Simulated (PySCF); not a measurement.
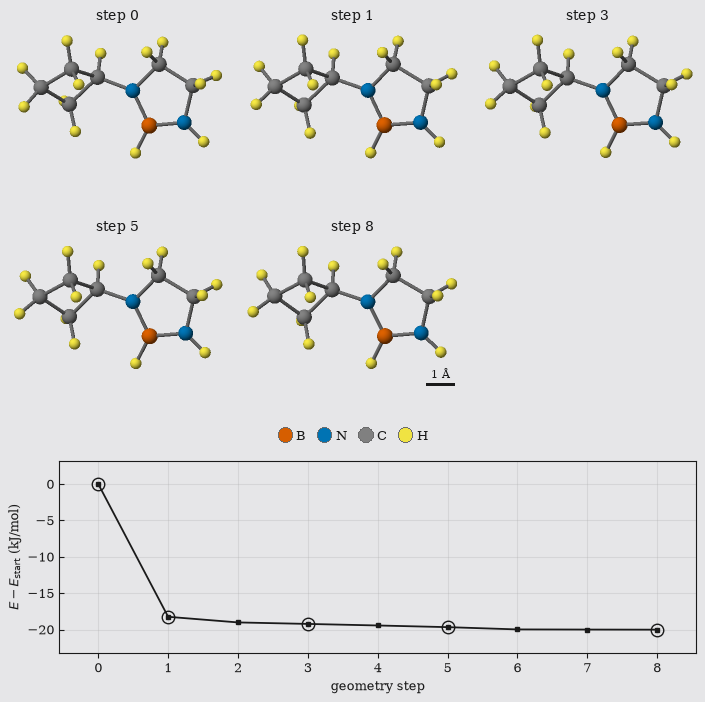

Frames of a relaxation of C6H13BN2, marked on the history of the run. The picture is a ball-and-stick view, seen at a tilt.

The start comes from GFN2-xTB. Its atoms were then displaced at random by about 0.01 Å.

The calculation used PBE0-D3(BJ)/def2-SVP geometry optimisation, gas phase in PySCF. 

Q: What happens along the run?

A: An H atom moves most after the best rigid fit: 0.34 Å. By element the largest moves are H 0.34 Å, C 0.13 Å, N 0.12 Å, B 0.06 Å. Among the contacts that change: C–C 1.490 → 1.547 Å, C–H 1.055 → 1.100 Å, B–N 1.380 → 1.413 Å, C–N 1.475 → 1.452 Å. Among the angles between lasting bonds that change: C–C–H 114.3° → 118.1°, N–C–H 107.5° → 111.1°, H–C–H 111.5° → 108.6°. The energy falls by 20.0 kJ/mol in 8 geometry steps. The run took 3.4 min on 1 thread of AMD EPYC 7R43 64-Core Processor, on a shared host. From step 0 to 1: an H atom moves most (0.17 Å), energy −18.2 kJ/mol. From step 1 to 3: H atoms move most (0.04 Å), energy −0.98 kJ/mol. From step 3 to 5: an H atom moves most (0.07 Å), energy −0.44 kJ/mol. From step 5 to 8: an H atom moves most (0.10 Å), energy −0.35 kJ/mol.

```csv
step,"E − E(0), kJ/mol"
0,0.00
1,-18.25
2,-19.02
3,-19.22
4,-19.44
5,-19.67
6,-19.98
7,-20.00
8,-20.02
```
